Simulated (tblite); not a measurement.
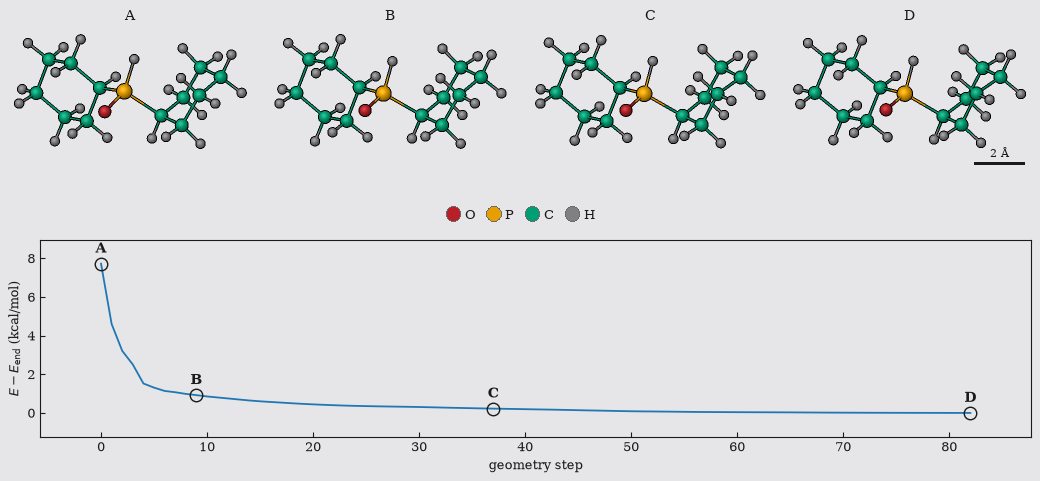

Frames of a relaxation of C12H23OP, marked on the history of the run. The picture is a ball-and-stick view, seen at a tilt.

The calculation used tblite 0.8.0, GFN2-xTB geometry optimisation, gas phase. 

What happens along the run?

The largest move after the best rigid fit is that of an H atom, 0.30 Å. Largest moves by element: H 0.30 Å, P 0.14 Å, C 0.14 Å, O 0.10 Å. Near-neighbour distances that change, for instance: O–P 1.519 → 1.465 Å, C–P 1.820 → 1.845 Å, H–P 1.418 → 1.396 Å, C–H 1.110 → 1.093 Å. Among the angles between lasting bonds that change: C–P–H 109.1° → 100.8°, O–P–C 108.7° → 113.6°, O–P–C 107.7° → 112.5°. The energy falls by 7.73 kcal/mol in 82 geometry steps. The run took 1.5 s on 1 thread of Arm Neoverse V1, on a shared host. From step 0 to 9: an H atom moves most (0.13 Å), energy −6.81 kcal/mol. From step 9 to 37: an H atom moves most (0.18 Å), energy −0.70 kcal/mol. From step 37 to 82: H atoms move most (0.13 Å), energy −0.22 kcal/mol.

```
step  E − E(0), kcal/mol
   0                0.00
   1               -3.12
   2               -4.51
   3               -5.22
   4               -6.20
   5               -6.42
   6               -6.59
   7               -6.66
   8               -6.74
   9               -6.81
  10               -6.87
  14               -7.08
  18               -7.23
  21               -7.31
  25               -7.37
  29               -7.41
  33               -7.46
  37               -7.50
  40               -7.53
  44               -7.57
  48               -7.62
  52               -7.65
  55               -7.67
  59               -7.68
  63               -7.69
  67               -7.70
  71               -7.71
  74               -7.72
  78               -7.72
  82               -7.73
```
